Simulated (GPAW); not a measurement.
**CH4BNS (SMILES NB1CS1) at PBE/dzp (scalar-relativistic datasets)**

Aim: the charge distribution of CH4BNS. 

Program for the calculation: GPAW 26.7.0.

7 further runs of the same task are left out: 7 set aside as unsound or not needed.

**1. Starting point**

CH4BNS has 8 atoms, charge 0, and is taken as a singlet. As SMILES, `NB1CS1`. The shape is that of a GFN2-xTB optimisation.

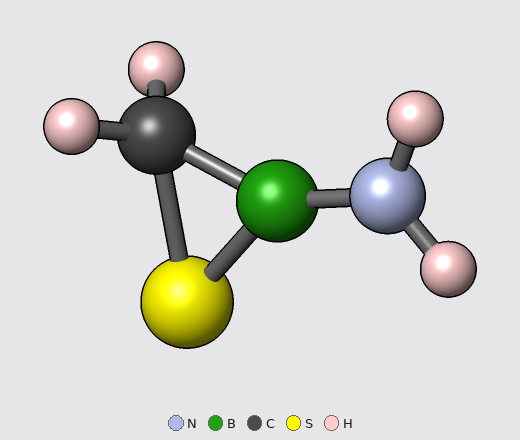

The structure, seen from a chosen angle (nitrogen light blue, boron green, carbon dark grey, sulfur yellow, hydrogen pink).

**2. Energy and one-electron properties at PBE/dzp (scalar-relativistic datasets)**

Contents of CH4BNS.sdf:

```

     RDKit          3D

  8  8  0  0  0  0  0  0  0  0999 V2000
   -0.5259    1.4145   -0.1726 N   0  0  0  0  0  0  0  0  0  0  0  0
   -0.1838    0.0837   -0.2137 B   0  0  0  0  0  0  0  0  0  0  0  0
    0.5941   -1.0959    0.3841 C   0  0  0  0  0  0  0  0  0  0  0  0
   -0.4538   -1.3984   -1.1248 S   0  0  0  0  0  0  0  0  0  0  0  0
   -1.1446    1.8458   -0.8381 H   0  0  0  0  0  0  0  0  0  0  0  0
   -0.1811    2.0545    0.5222 H   0  0  0  0  0  0  0  0  0  0  0  0
    1.6484   -1.2563    0.1941 H   0  0  0  0  0  0  0  0  0  0  0  0
    0.2468   -1.6479    1.2489 H   0  0  0  0  0  0  0  0  0  0  0  0
  2  1  1  0
  3  2  1  0
  4  3  1  0
  4  2  1  0
  5  1  1  0
  6  1  1  0
  7  3  1  0
  8  3  1  0
M  END
$$$$
```

Contents of run.py:

```python
import numpy as np
from ase.io import read
from ase.units import Debye
from gpaw import GPAW

atoms = read("CH4BNS.sdf")
atoms.center(vacuum=4.5)

calc = GPAW(mode="lcao", basis="dzp", h=0.2, xc="PBE", maxiter=100, txt="-")
atoms.calc = calc

energy = atoms.get_potential_energy()
print(f"Energy = {energy:.5f} eV")
forces = atoms.get_forces()
print("Forces (eV/Ang)")
for symbol, f in zip(atoms.symbols, forces):
    print(f'{symbol:2} {f[0]:9.4f} {f[1]:9.4f} {f[2]:9.4f}')
dipole = atoms.get_dipole_moment() / Debye
print(f"Dipole                  {np.linalg.norm(dipole):.3f} D")
homo, lumo = calc.get_homo_lumo()
print(f"HOMO: {homo:.3f} eV")
print(f"LUMO: {lumo:.3f} eV")
print(f"Gap = {lumo - homo:.3f} eV")
```

The run is started by

```sh
$ OMP_NUM_THREADS=1 python run.py
```

Q: Predict the results. Wanted: energy as printed; dipole moment; HOMO energy; LUMO energy; HOMO–LUMO gap.

**Answer.** As computed:

Level: PBE/dzp (scalar-relativistic datasets).

```
                                              quantity        value
energy as printed (from the program's reference atoms)  -41.2750 eV
                                         dipole moment       2.60 D
                                           HOMO energy     -5.27 eV
                                           LUMO energy      0.06 eV
                                         HOMO–LUMO gap      5.32 eV
```
